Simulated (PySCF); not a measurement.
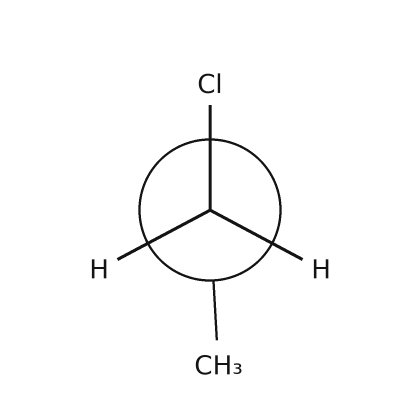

A Newman projection along the Si–O bond, silicon in front; angles are drawn as computed, but eclipsed bonds slightly apart. Computed geometry: PBE0-D3(BJ)/def2-SVP optimisation. No frequency run is at hand to confirm it as a minimum.

Q: Which molecule is it?

A: CH5ClOSi, CO[SiH2]Cl

Q: What is the torsion angle from the front Cl to the back CH3? The sign is positive where the front bond must turn clockwise to cover the back bond.

A: 177°, antiperiplanar (anti).
